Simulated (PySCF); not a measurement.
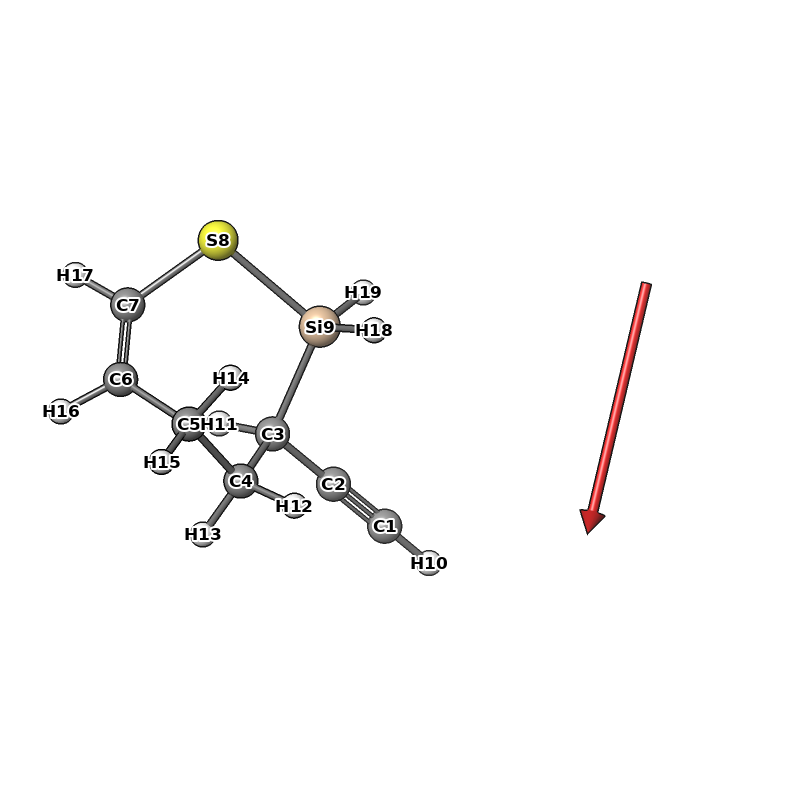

The arrow beside the molecule shows the direction of the dipole moment, from the negative to the positive end (its length means nothing). Computed geometry: GFN2-xTB optimisation. No frequency run is at hand to confirm it as a minimum. Method: PBE0/pcSseg-1, gas phase (PySCF 2.14.0).

### How large is the dipole moment?

1.85 D; it points from the side of S8, H19 to the side of H13 (the outermost atoms at the two ends).

The geometry is semi-empirical. Around Si such bond lengths and angles can be off by a tenth of an ångström or more and by several degrees, and values that hang on the shape move with them.
